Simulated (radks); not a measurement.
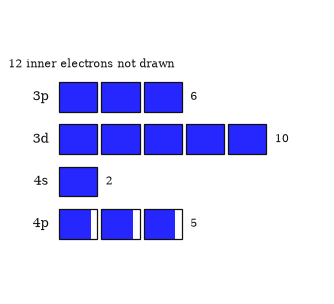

**Figure 1.** The outer shells as the input fills them: a box for each of the 2l + 1 orbitals, shaded by the share of the shell that is filled, with the electron count at the right.

## Run report: Br, atomic calculation

The neutral bromine atom in the configuration [Ar] 3d10 4s2 4p5. Computed at this level: non-relativistic Kohn-Sham, PBE, spin-unpolarised, spherical densities, point nucleus (the in-house radial solver radks).

## Results in brief

```
                       quantity                      value
                        outcome                  converged
                   total energy         −2573.7765 hartree
                 kinetic energy          2572.2618 hartree
        electron–nucleus energy         −6153.8952 hartree
                 Hartree energy          1098.7407 hartree
    exchange–correlation energy         −90.883712 hartree
radius at density 0.001 e/bohr³                  4.17 bohr
                 SCF iterations                         14
                       hardware  1 CPU thread, shared host
```

## Input file
```
Z 35
configuration [Ar] 3d10 4s2 4p5
relativity non-relativistic
functional pbe,pbe
spin unpolarised
nucleus point
```

Energies in input and log are in hartree, lengths in bohr.

## Output
```
1s      1   2.0000        -480.96881376
2s      1   2.0000         -61.79706674
2p      1   6.0000         -55.70352718
3s      1   2.0000          -8.44002496
3p      1   6.0000          -6.30875499
3d      1  10.0000          -2.51178523
4s      1   2.0000          -0.71371319
4p      1   5.0000          -0.29016166
Etot -2573.7764502678297
Ekin 2572.261795836186
Encl -6153.8951948175145
Eh 1098.740661190529
Exc -90.88371247703043
err 2.840739387916094e-09
it 14
```

## Orbitals

```csv
orbital,occupation,energy (eV),⟨r⟩ (bohr),outer maximum (bohr)
1s,2,−13087.8,0.04369,0.0289
2s,2,−1681.6,0.1937,0.163
2p,6,−1515.8,0.1672,0.129
3s,2,−229.665,0.5625,0.494
3p,6,−171.670,0.5688,0.485
3d,10,−68.349,0.5881,0.430
4s,2,−19.421,1.706,1.45
4p,5,−7.896,2.111,1.68
```

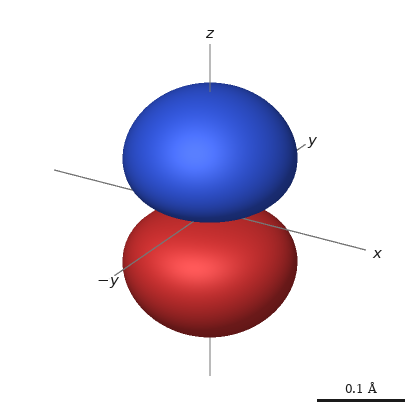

**Figure 2.** One occupied orbital is shown. The surface of constant |ψ| that holds about 85 % of the electron is drawn, blue where ψ is positive and red where it is negative. The radial function comes from the spherical calculation and is multiplied by a real spherical harmonic; the overall sign is chosen so that the largest lobe of P(r) is positive. It is 2p(z). It has the nodal plane xy and no radial node. The maximum of P² lies at 0.129 bohr, ⟨r⟩ = 0.167 bohr, 90 % of the charge lies within 0.272 bohr, and the eigenvalue is −1516 eV, with 6 electrons in the shell.

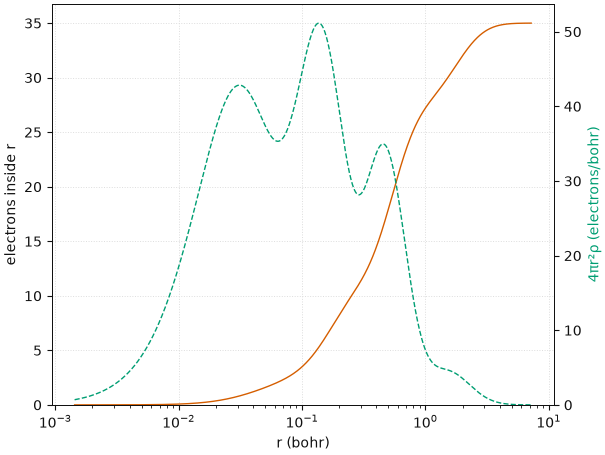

**Figure 3.** The number of electrons inside radius r (solid) and the radial density 4πr²ρ (dashed). The count levels off at 35 electrons. Half of them lie within 0.488 bohr, 90 % within 1.86 bohr and 99 % within 3.58 bohr. The radial density has minima at 0.0636 and 0.289 bohr, where the count stands at 2.1 and 11.1; these part the shells that the density resolves.

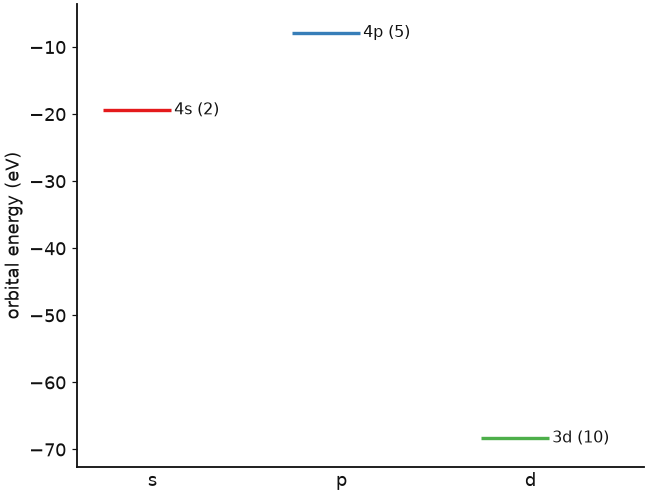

**Figure 4.** The outer levels are drawn by angular momentum (occupations in brackets). The highest occupied level is 4p at −7.90 eV. From the top down the occupied levels run 4p (−7.90 eV), 4s (−19.4 eV), 3d (−68.3 eV). The measured ionisation energy (NIST) is 11.8 eV; minus the highest level, 7.90 eV, lies 33 % below it, as is usual for a semilocal functional, whose potential decays too fast.

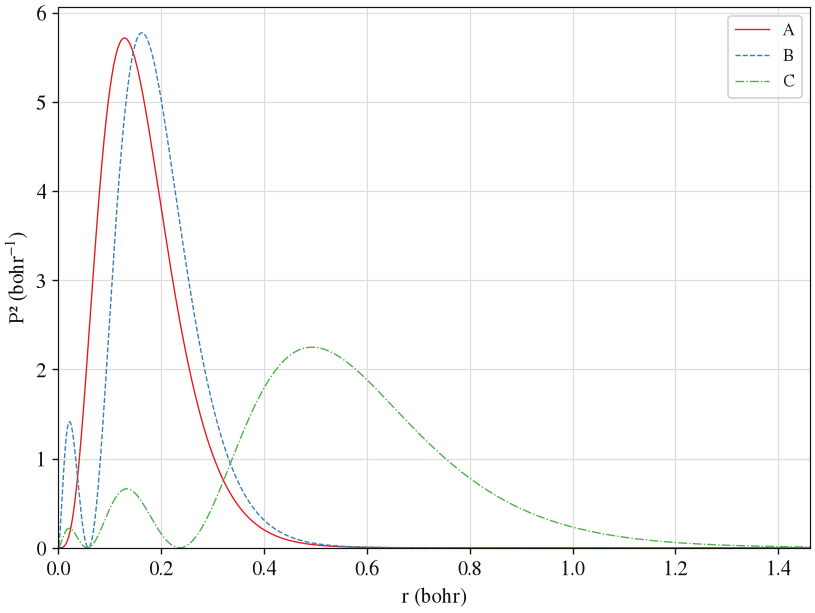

**Figure 5.** The radial probability densities P² of 2s, 2p and 3s. A is 2p; B is 2s; C is 3s. 2p: outer maximum at 0.129 bohr, ⟨r⟩ = 0.167 bohr, 0 nodes, eigenvalue −1516 eV; 2s: outer maximum at 0.163 bohr, ⟨r⟩ = 0.194 bohr, 1 node, eigenvalue −1682 eV; 3s: outer maximum at 0.494 bohr, ⟨r⟩ = 0.562 bohr, 2 nodes, eigenvalue −229.7 eV.
